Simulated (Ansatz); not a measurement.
The crystal is SiO2 (P3_221).

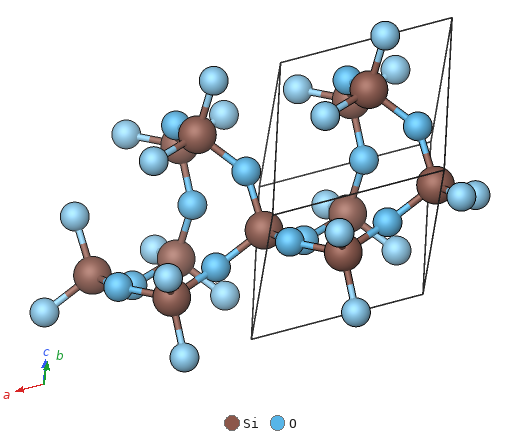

The structure (silicon brown, oxygen blue). 2×1×1 cells are drawn. Some periodic images of atoms are drawn too.

```xyz
9
Lattice="4.9164 0.0000 0.0000 -2.4582 4.2577 0.0000 0.0000 0.0000 5.4084" Properties=species:S:1:pos:R:3 pbc="T T T"
Si    2.3094    0.0000    3.6056
Si   -1.1547    2.0000    1.8028
Si    1.3035    2.2577    0.0000
O     1.3754    1.1393    4.2487
O     3.2420    0.6215    2.4459
O     2.7571    2.4970    0.6431
O     0.2990    1.7607    1.1597
O    -1.0828    3.1184    2.9625
O     0.7839    3.6362    4.7653
```

The cell and positions come from the Crystallography Open Database and are kept as given unless a step says otherwise.

Gaps computed with Ansatz 0.2.0 without a self-energy: PBE 5.99 eV and r2SCAN 6.64 eV. The mean ε∞ by PBE perturbation theory is 2.46.

Q: What gap should G0W0 on PBE give (6×6×4 mesh, 620 empty bands, screening to 180 eV, PAW set soft_1 files)?

About 9.00 eV: on its mesh the run moves the gap from 5.99 eV by +3.01 eV. Among the scalar-relativistic levels given, r2SCAN is nearest (−2.36 eV). One-shot corrections scale roughly with one over ε∞, here 0.41. Bands and cutoff are finite, so the gap is not at the basis limit. The miss can reach some tenths of an eV and take either sign; the mesh is an error of its own.

[Paths, hosts, dates, memory and timing lines, banners, echoed tables and standing remarks are left out of the program output.]

[Logs are printed without paths, hosts, clocks, repeated set-up lines and the standing remarks that a program may print on its own settings, such as how far it seeks lower states.]

[Runs of the session that timed out or met a known fault of the program may be left out.]

[Cells called generated may have been cut or substituted from an entry of the Crystallography Open Database or the Materials Project.]

[Hosts, paths, dates, database ids (printed as entryN), source tags and the programs' standing remarks are cut or masked in the printed files.]
